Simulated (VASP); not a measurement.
Band structure of SnF4 (space group I4/mmm). These are r2SCAN meta-GGA with spin-orbit coupling, VASP's PBE PAW potentials (set 64) (plane waves; VASP) values and carry that method's errors.

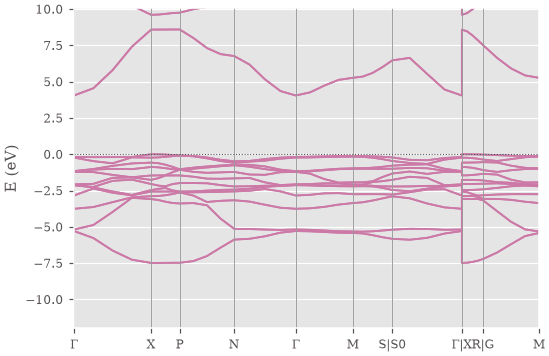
Bands along high-symmetry lines, zero at the valence-band maximum or, without a gap, the Fermi level

Q: Read the plot: is there a gap, and where are the band edges?

A: The gap is indirect, 4.05 eV, from the valence maximum at X to the conduction minimum at Γ.

The structure comes from a computed database's SnF4 entry (I4/mmm); how it stands against other phases isn't given here. It was relaxed first.
